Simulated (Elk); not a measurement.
# Polar Kerr effect of Fe

How strongly does Fe turn reflected light?

Program: Elk 11.2.3 (patched build). Level of theory: PBE; all-electron APW+lo, Dirac cores, scalar-relativistic bands with second-variational spin-orbit coupling. Results are calculated unless marked as measured.

The database entry behind the starting cell differs from later determinations by our own check (an axis about 0.7 % long against later determinations), so it need not match the best structure at ambient conditions.

## 1. Set-up

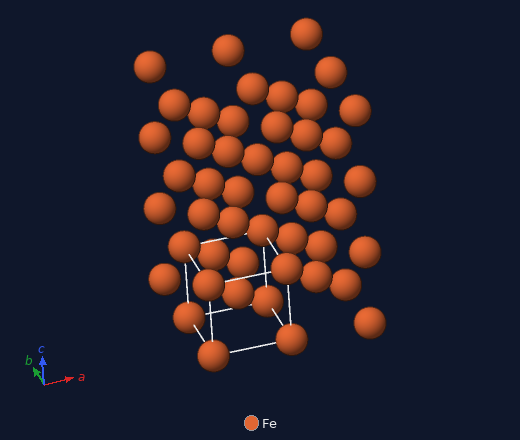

Start, viewed from a free direction; iron orange. 2×2×3 cells are drawn. This picture shows the conventional cell, with its axes. Some periodic images of atoms are drawn too.

## 2. Self-consistent run

In a ferromagnet the Kerr effect comes from exchange splitting and spin–orbit coupling together. The parallel order is imposed here; no other order was tried.

In this input [111] lies along z, the axis of the moments and of the light.

Moments are seeded by fields in the spheres (the last three columns under atoms), set against the wanted direction and reduced each loop.

Contents of elk.in:

```
tasks
  0
  15

xctype
  20

rgkmax
  7.0

nempty
  14

swidth
  0.003

reducebf
  0.5

epsengy
  1e-05

maxscl
  100

lmaxi
  3

lmaxapw
  12

lmaxo
  8

nrmtscf
  1.5

spinpol
  .true.

spinorb
  .true.

cmagz
  .true.

sppath
  './'

avec
  -4.30123669641 1.15251289926 1.57436189858
  1.15251289926 -4.30123669641 1.57436189858
  3.14872379715 3.14872379715 1.57436189858

atoms
  1
  'Fe.in'
  1
  0.0000000000 0.0000000000 0.0000000000   0.000000 0.000000 -0.140000

ngridk
  12 12 12
```

On the command line:

```console
> OMP_NUM_THREADS=2 elk
```

Numbers of over 12 decimals in the logs are rounded to 6 here.

What it wrote:

```text
Warning(chksvso): spin-orbit splittings by the second variation are low [figures from our tests cut]: local-orbitals by j (lorbdm 7 and 8, zora) mend levels alone

--- INFO.OUT ---
┌─────────────────────────┐
│ Elk code version 11.2.3 │
└─────────────────────────┘

All units are atomic (Hartree, Bohr, etc.)

┌─────────────────────────────────────────────────┐
│ Ground-state run starting from atomic densities │
└─────────────────────────────────────────────────┘

Lattice vectors :
  -4.301236696       1.152512899       1.574361899
   1.152512899      -4.301236696       1.574361899
   3.148723797       3.148723797       1.574361899

Species : 1 (Fe)
 parameters loaded from : Fe.in
 name : iron
 nuclear charge    :   -26.00000000
 electronic charge :    26.00000000
 atomic mass :    101799.2075
 muffin-tin radius :    2.336542848
 number of radial points in muffin-tin :    749
 inner part over the whole radius :   0.9833862517E-02
 number on inner part of muffin-tin    :    533
 approximate nuclear radius :   0.7160107270E-04
 number of mesh points to nuclear radius :    263
 atomic positions (lattice), magnetic fields (Cartesian) :
  1 :   0.00000000  0.00000000  0.00000000    0.00000000  0.00000000 -0.14000000

Total number of atoms per unit cell :    1
Total muffin-tin volume :    53.43303687
 ratio of muffin-tin to unit cell volume :   0.6588010343

Spin treatment :
 spin-polarised
 spin-orbit coupling
 global magnetic field (Cartesian) :    0.000000000       0.000000000       0.000000000
 collinear magnetisation in z-direction

Number of Bravais lattice symmetries :   48
Number of crystal symmetries         :    6
Crystal has inversion symmetry
Real symmetric eigensolver will be used

k-point grid :     12    12    12
k-point offset :    0.000000000       0.000000000       0.000000000
k-point set is reduced with full crystal symmetry group
Total number of k-points :      294

Muffin-tin radius times maximum |G+k| :    7.000000000
 using average radius
Maximum |G+k| for APW functions       :    2.995879150
Maximum (1/2)|G+k|²                   :    4.487645939
Maximum |G| for potential and density :    12.00000000
Constant for pseudocharge density :    7
 order of it for each species :   14
 order of it for pair densities of each species (exact exchange by exxq0 0: 16) :   10
Radial integration step length :    1

G-vector grid sizes :     20    20    20
Number of G-vectors :     2347

Maximum angular momentum used for
 APW functions            :   12
 outer part of muffin-tin :    8
 inner part of muffin-tin :    3

Number of empty states         :     14
Total number of valence states :     46
Total number of core states    :     10

Third-order local-orbitals added for an l without core states : T
Total number of local-orbitals :     23

Exchange-correlation functional :     20     0     0
 Perdew-Burke-Ernzerhof, Phys. Rev. Lett. 77, 3865 (1996)
 gradient requirement :    1
 generalised gradient approximation (GGA)

Smearing type :    3
 Fermi-Dirac
Smearing width :   0.3000000000E-02
Effective electronic temperature (K) :    947.3250744

Mixing type :    3
 Broyden mixing, J. Phys. A: Math. Gen. 17, L317 (1984)

Kohn-Sham potential initialised from atomic data

┌──────────────────────────────┐
│ Self-consistent loop started │
└──────────────────────────────┘

┌─────────────────┐
│ Loop number : 1 │
└─────────────────┘

Energies :
 Fermi                       :     0.198893
 sum of occupied eigenvalues :     -739.02042728010
 electron kinetic            :      1288.3291085889
 core electron kinetic       :      1149.7641410248
 Coulomb                     :     -2505.4613525124
 Coulomb potential           :     -1955.1000064030
 nuclear-nuclear             :     -225.54407463120
 electron-nuclear            :     -2613.6948822292
 Hartree                     :      333.77760434803
 Madelung                    :     -1527.9113493109
 xc potential                :     -72.122318325714
 xc effective B-field        :    -0.122532
 external B-field            :      0.000000
 exchange                    :     -54.587033088979
 correlation                 :     -1.206157
 electron entropic           :    -0.82141875358157E-03
 total energy                :     -1272.9262556630
 (external B-field energy excluded from total)

Density of states at Fermi energy :    27.27095645
 (states/Hartree/unit cell)

Estimated indirect band gap :   0.1155755722E-02
 from k-point 6 to k-point 233
Estimated direct band gap   :   0.2449026677E-02
 at k-point 18

Charges :
 core                        :    10.00000000
 valence                     :    16.00000000
 interstitial                :    1.110892343
 muffin-tins (core leakage)
  species : 1 (Fe)
   atom 1                    :    24.88910766     ( -0.7687922139E-06)
 total in muffin-tins        :    24.88910766
 total calculated charge     :    25.99977032
 total charge                :    26.00000000
 error                       :   0.2296824437E-03

Moments :
 interstitial                :  -0.3373111156E-01
 muffin-tins
  species : 1 (Fe)
   atom 1                    :    2.427316974
 total in muffin-tins        :    2.427316974
 total moment                :    2.393585863

[... earlier loops left out ...]

┌──────────────────┐
│ Loop number : 18 │
└──────────────────┘

Energies :
 Fermi                       :     0.294483
 sum of occupied eigenvalues :     -736.81124877262
 electron kinetic            :      1290.0148959483
 core electron kinetic       :      1149.7587826344
 Coulomb                     :     -2506.8772250227
 Coulomb potential           :     -1954.2175222513
 nuclear-nuclear             :     -225.54407463120
 electron-nuclear            :     -2617.4367072674
 Hartree                     :      336.10355687587
 Madelung                    :     -1529.7684638971
 xc potential                :     -72.491331090908
 xc effective B-field        :    -0.117291
 external B-field            :      0.000000
 exchange                    :     -54.731162088492
 correlation                 :     -1.205998
 electron entropic           :    -0.74973078667848E-03
 total energy                :     -1272.8002388119
 (external B-field energy excluded from total)

Density of states at Fermi energy :    25.36363394
 (states/Hartree/unit cell)

Estimated indirect band gap :   0.1641938761E-03
 from k-point 58 to k-point 218
Estimated direct band gap   :   0.1223833461E-02
 at k-point 294

Charges :
 core                        :    10.00000000
 valence                     :    16.00000000
 interstitial                :    1.044839318
 muffin-tins (core leakage)
  species : 1 (Fe)
   atom 1                    :    24.95516068     ( -0.7687921020E-06)
 total in muffin-tins        :    24.95516068
 total calculated charge     :    25.99976369
 total charge                :    26.00000000
 error                       :   0.2363124340E-03

Moments :
 interstitial                :  -0.5153200920E-01
 muffin-tins
  species : 1 (Fe)
   atom 1                    :    2.336455735
 total in muffin-tins        :    2.336455735
 total moment                :    2.284923726

┌──────────────────────────────┐
│ Self-consistent loop stopped │
└──────────────────────────────┘

Wrote STATE.OUT
```

Run time: 8.2 min. Hardware: 2 threads of Intel Xeon at 2.70GHz, shared host; peak memory 0.14 GiB.

Spin moment in the muffin-tin sphere by atom:

```csv
atom,spin moment in the muffin-tin sphere (μB)
Fe1,2.34
```

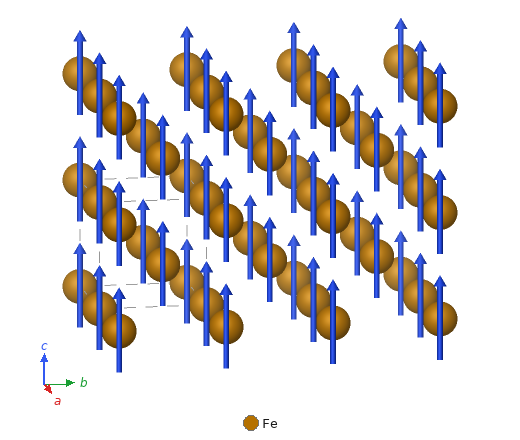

Spin moment in the muffin-tin sphere as arrows, the longest 2.34 μB. Up and down stand for the sign. Arrows give size and sign along the axis of quantisation, drawn up and down the page. 2×3×2 conventional cells are drawn. Some periodic images of atoms are drawn too.

Numbers from this step:

```
density of states at the Fermi level : 0.9321 states/eV/cell
moment between the spheres           : -0.05153 μB
magnetization                        : 2.285 μB
final state                          : ferromagnetic
```

After 18 cycles the largest moment stands at 2.34 μB.

Orbital moment <L> in the sphere by atom:

```csv
atom,x (μB),y (μB),z (μB),size
Fe1,0.0000,0.0000,0.0472,0.0472
```

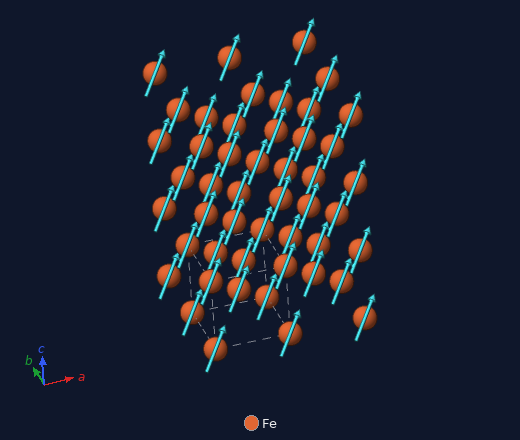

Orbital moment <L> in the sphere as arrows, the longest 0.0472 μB. 2×2×3 conventional cells are drawn. Some periodic images of atoms are drawn too.

## 3. States and momentum matrix elements on a finer mesh

Optical spectra need more k points than the density, so the states are solved once on a finer mesh in the saved potential.

Changes to elk.in since step 2:

```diff
@@ -1,4 +1,4 @@
 tasks
-  0
-  15
+  1
+  120
 
@@ -23,3 +23,3 @@
 maxscl
-  100
+  1
 
@@ -58,5 +58,5 @@
   1
-  0.0000000000 0.0000000000 0.0000000000   0.000000 0.000000 -0.140000
+  0.0000000000 0.0000000000 0.0000000000   0.000000 0.000000 -0.000140
 
 ngridk
-  12 12 12
+  19 19 19
```

On the command line:

```console
> OMP_NUM_THREADS=2 elk
```

What it wrote:

```text
Warning(chksvso): spin-orbit splittings by the second variation are low [figures from our tests cut]: local-orbitals by j (lorbdm 7 and 8, zora) mend levels alone

--- INFO.OUT ---
┌─────────────────────────┐
│ Elk code version 11.2.3 │
└─────────────────────────┘

All units are atomic (Hartree, Bohr, etc.)

┌──────────────────────────────────────────┐
│ Ground-state run resuming from STATE.OUT │
└──────────────────────────────────────────┘

Lattice vectors :
  -4.301236696       1.152512899       1.574361899
   1.152512899      -4.301236696       1.574361899
   3.148723797       3.148723797       1.574361899

Species : 1 (Fe)
 muffin-tin radius :    2.336542848
 atomic positions (lattice), magnetic fields (Cartesian) :
  1 :   0.00000000  0.00000000  0.00000000    0.00000000  0.00000000  0.00000000

Total number of atoms per unit cell :    1
Total muffin-tin volume :    53.43303687
 ratio of muffin-tin to unit cell volume :   0.6588010343

Spin treatment :
 spin-polarised
 spin-orbit coupling
 global magnetic field (Cartesian) :    0.000000000       0.000000000       0.000000000
 collinear magnetisation in z-direction

Number of Bravais lattice symmetries :   48
Number of crystal symmetries         :    6
Crystal has inversion symmetry
Real symmetric eigensolver will be used

k-point grid :     19    19    19
k-point offset :    0.000000000       0.000000000       0.000000000
k-point set is reduced with full crystal symmetry group
Total number of k-points :     1150

Muffin-tin radius times maximum |G+k| :    7.000000000
 using average radius
Maximum |G+k| for APW functions       :    2.995879150
Maximum (1/2)|G+k|²                   :    4.487645939
Maximum |G| for potential and density :    12.00000000
[...]
┌──────────────────────────────┐
│ Self-consistent loop started │
└──────────────────────────────┘

┌─────────────────┐
│ Loop number : 1 │
└─────────────────┘

Reached self-consistent loops maximum

Energies :
 Fermi                       :     0.293450
 sum of occupied eigenvalues :     -736.81116233507
 electron kinetic            :      1290.0045810684
 core electron kinetic       :      1149.7588553343
 Coulomb                     :     -2506.8684264942
 Coulomb potential           :     -1954.2216286964
 nuclear-nuclear             :     -225.54407463120
 electron-nuclear            :     -2617.4113413492
 Hartree                     :      336.08698948622
 Madelung                    :     -1529.7576121460
 xc potential                :     -72.477257923076
 xc effective B-field        :    -0.116441
 external B-field            :      0.000000
 exchange                    :     -54.729629846985
 correlation                 :     -1.206043
 electron entropic           :    -0.84929876536163E-03
 total energy                :     -1272.8003680113
 (external B-field energy excluded from total)

Density of states at Fermi energy :    28.62355078
 (states/Hartree/unit cell)

Estimated indirect band gap :   0.9791564726E-04
 from k-point 561 to k-point 1068
Estimated direct band gap   :   0.8204467205E-03
 at k-point 1147

Charges :
 core                        :    10.00000000
 valence                     :    16.00000000
 interstitial                :    1.045013875
 muffin-tins (core leakage)
  species : 1 (Fe)
   atom 1                    :    24.95498612     ( -0.7687922139E-06)
 total in muffin-tins        :    24.95498612
 total calculated charge     :    25.99975909
 total charge                :    26.00000000
 error                       :   0.2409082523E-03

Moments :
 interstitial                :  -0.5093799505E-01
 muffin-tins
  species : 1 (Fe)
   atom 1                    :    2.326669612
 total in muffin-tins        :    2.326669612
 total moment                :    2.275731617

┌──────────────────────────────┐
│ Self-consistent loop stopped │
└──────────────────────────────┘
```

It took 3 min on 2 threads; peak memory 0.27 GiB.

This step gave:

* magnetization: 2.276 μB
* largest moment: 2.327 μB

## 4. Optics with a broadening of 0.20 eV

The broadening stands for the lifetime of the excited states; it lowers and widens the peaks.

Changes to elk.in since step 3:

```diff
@@ -1,4 +1,4 @@
 tasks
-  1
-  120
+  121
+  122
 
@@ -14,3 +14,3 @@
 swidth
-  0.003
+  0.0075
 
@@ -23,3 +23,3 @@
 maxscl
-  1
+  100
 
@@ -46,2 +46,5 @@
 
+intraband
+  .false.
+
 sppath
@@ -62 +65,10 @@
   19 19 19
+
+wplot
+  240 100 0
+  0.00000 0.30000
+
+optcomp
+  1 1
+  1 2
+  3 3
```

On the command line:

```console
> OMP_NUM_THREADS=2 elk
```

What it wrote:

```text
┌─────────────────────────────────┐
│ Elk code version 11.2.3 started │
└─────────────────────────────────┘

Info(readinput): the functional depends on the density's gradient
 twice the muffin-tin radial points are taken where nrmtscf is not given

┌────────────────────┐
│ Current task : 121 │
└────────────────────┘

Info(checkmt): changed muffin-tin radius of species 1 (Fe) from   2.4000 to   2.3365

Info(dielectric):
 dielectric tensor written to EPSILON_ij.OUT
 optical conductivity written to SIGMA_ij.OUT
 for components
  i = 1, j = 1
  i = 1, j = 2
  i = 3, j = 3

┌────────────────────┐
│ Current task : 122 │
└────────────────────┘

Warning(chksvso): spin-orbit splittings by the second variation are low [figures from our tests cut]: local-orbitals by j (lorbdm 7 and 8, zora) mend levels alone

Info(dielectric):
 dielectric tensor written to EPSILON_ij.OUT
 optical conductivity written to SIGMA_ij.OUT
 for components
  i = 1, j = 1
  i = 1, j = 2

Info(moke):
 complex Kerr angle in degrees written to KERR.OUT

┌──────────────────┐
│ Elk code stopped │
└──────────────────┘
```

Elapsed: 1.7 min, on 2 threads; peak memory 0.06 GiB.

Intraband term left out, so in a metal the low energies lack the Drude part. Table of polar Kerr angle by photon energy; values in degrees:

```csv
photon energy (eV),rotation,ellipticity
0.0,0,0
0.5,0.860,0.169
1.0,0.637,0.359
1.5,0.498,0.396
2.0,0.363,0.429
2.5,0.176,0.378
3.0,0.167,0.250
3.5,0.179,0.186
4.0,0.258,0.116
4.5,0.378,0.174
5.0,0.434,0.343
5.5,0.405,0.614
6.0,-0.430,0.763
6.5,-0.276,0.186
7.0,-0.157,0.0441
7.5,-0.0764,-0.0944
8.0,0.112,-0.149
```

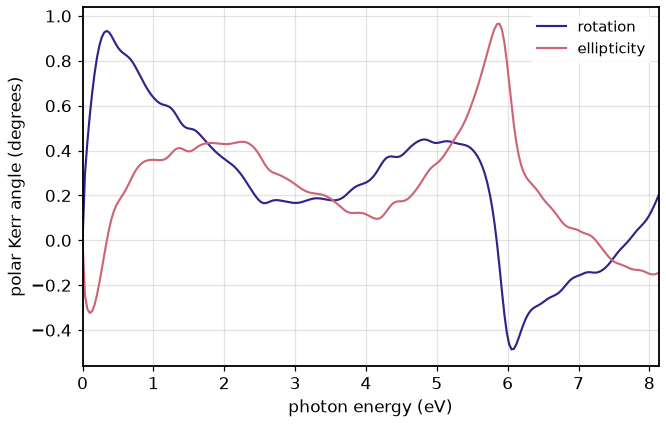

Polar Kerr angle, plotted against photon energy.

Intraband term left out, so in a metal the low energies lack the Drude part. The optical conductivity by photon energy:

```csv
photon energy (eV),Re sigma xx (S/cm),Im sigma xx (S/cm),Re sigma xy (S/cm),Im sigma xy (S/cm),Re sigma zz (S/cm),Im sigma zz (S/cm)
0.0,3252,0,-580,0,3325,0
0.5,3183,-1236,-342,-150,3212,-1195
1.0,4434,-1577,-256,-249,4431,-1547
1.5,5011,-1427,-154,-253,5012,-1411
2.0,5847,-1629,-96.4,-268,5849,-1612
2.5,7695,-589,57.1,-263,7692,-576
3.0,8174,1775,94.3,-175,8160,1772
3.5,6303,4442,109,-84.3,6314,4448
4.0,3930,3722,54.9,-60.6,3931,3728
4.5,3479,2685,44.8,-69.4,3482,2690
5.0,3365,2296,60.2,-70.4,3366,2300
5.5,3080,1920,79.6,-57.8,3081,1925
6.0,3386,901,110,0.423,3388,904
6.5,4547,2465,46.1,53.3,4548,2470
7.0,3175,2796,1.72,23.8,3176,2799
7.5,2481,2462,-11.4,5.11,2482,2466
8.0,2215,1613,-10.7,-7.43,2216,1616
```

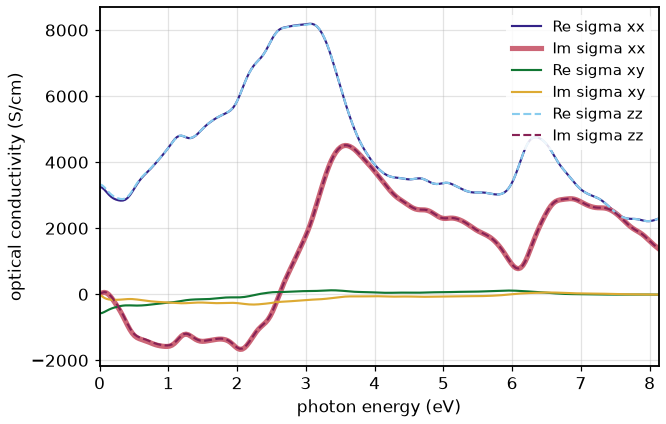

Optical conductivity, plotted against photon energy.

## 5. Optics with a broadening of 0.30 eV

The broadening stands for the lifetime of the excited states; it lowers and widens the peaks.

Changes to elk.in since step 4:

```diff
@@ -14,3 +14,3 @@
 swidth
-  0.0075
+  0.011
```

On the command line:

```console
> OMP_NUM_THREADS=2 elk
```

What it wrote:

```text
┌─────────────────────────────────┐
│ Elk code version 11.2.3 started │
└─────────────────────────────────┘

Info(readinput): the functional depends on the density's gradient
 twice the muffin-tin radial points are taken where nrmtscf is not given

┌────────────────────┐
│ Current task : 121 │
└────────────────────┘

Info(checkmt): changed muffin-tin radius of species 1 (Fe) from   2.4000 to   2.3365

Info(dielectric):
 dielectric tensor written to EPSILON_ij.OUT
 optical conductivity written to SIGMA_ij.OUT
 for components
  i = 1, j = 1
  i = 1, j = 2
  i = 3, j = 3

┌────────────────────┐
│ Current task : 122 │
└────────────────────┘

Warning(chksvso): spin-orbit splittings by the second variation are low [figures from our tests cut]: local-orbitals by j (lorbdm 7 and 8, zora) mend levels alone

Info(dielectric):
 dielectric tensor written to EPSILON_ij.OUT
 optical conductivity written to SIGMA_ij.OUT
 for components
  i = 1, j = 1
  i = 1, j = 2

Info(moke):
 complex Kerr angle in degrees written to KERR.OUT

┌──────────────────┐
│ Elk code stopped │
└──────────────────┘
```

The job ended after 90 s (2 threads; peak memory 0.06 GiB).

Intraband term left out, so in a metal the low energies lack the Drude part. The polar Kerr angle by photon energy; values in degrees:

```csv
photon energy (eV),rotation,ellipticity
0,0,0
1,0.645,0.296
2,0.373,0.397
3,0.190,0.247
4,0.268,0.130
5,0.409,0.338
6,-0.239,0.639
7,-0.142,0.0585
8,0.115,-0.103
```

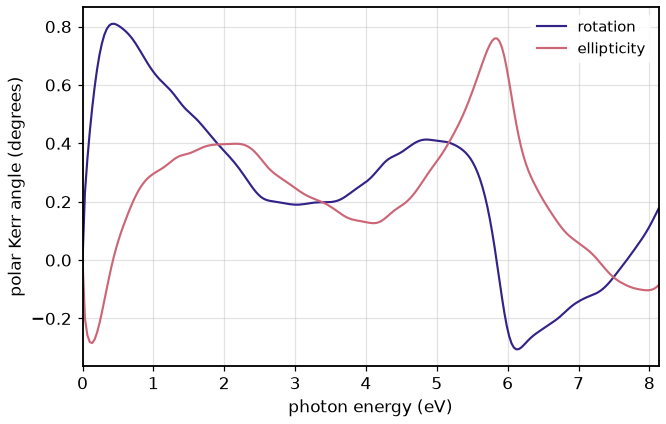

Polar Kerr angle, plotted against photon energy.

## 6. A faulty input

A slip in the input shows what the program catches and what it lets pass.

Changes to elk.in since step 2:

```diff
@@ -2,6 +2,5 @@
   0
-  15
 
 xctype
-  20
+  77
 
@@ -23,3 +22,3 @@
 maxscl
-  100
+  75
```

On the command line:

```console
> OMP_NUM_THREADS=2 elk
```

What it wrote:

```text
┌─────────────────────────────────┐
│ Elk code version 11.2.3 started │
└─────────────────────────────────┘

Error(getxcdata): xctype not defined : 77
```

The job ended after 0.02 s (2 threads; peak memory 0.05 GiB; 0.02 s of CPU time).

The input was rejected at the start.

The program's message: “Error(getxcdata): xctype not defined : 77”

The fault put into the input: an unknown functional.

The functional must be one that the program lists.

## 7. The strongest peak

The largest local extreme of the rotation above 1.5 eV, for majority spin along +z:

```csv
broadening (eV),energy (eV),rotation (°),ellipticity (°),rotation at 1.96 eV (°)
0.20,6.05,-0.486,0.603,0.373
0.30,4.86,0.413,0.292,0.384
```

## 8. Summary of results

```json
{
 "net spin moment": "2.28 μB a cell",
 "strongest peak above 1.5 eV": "-0.49° at 6.1 eV",
 "rotation at 1.96 eV": "0.37°"
}
```

In words: Above 1.5 eV the rotation peaks at 6.05 eV, with -0.49° for majority spin along +z at a broadening of 0.20 eV. The run's majority spin points along +z; the magnetisation points the other way, and the angle changes sign with it. The intraband (Drude) term is left out, which matters in a metal: most under about 1.5 eV, and higher wherever the diagonal response is small. Between 0.3 and 1.5 eV the same spectrum reaches a larger 0.93° at 0.34 eV, where it is less sure. Which peak is strongest changes with the broadening. These are independent-particle spectra on a 19×19×19 mesh, not shown converged.

[Logs and program files are shortened in this print: banners, set-up blocks, solver, clock and traceback lines can be left out without a mark of their own.]

[Logs are printed without paths, hosts, clocks, repeated set-up lines and the standing remarks that a program may print on its own settings, such as how far it seeks lower states.]

[Hosts, paths, dates, database ids (printed as entryN), source tags and the programs' standing remarks are cut or masked in the printed files.]

[Where a cell is said to come from a database of computed structures, the database is the Materials Project.]
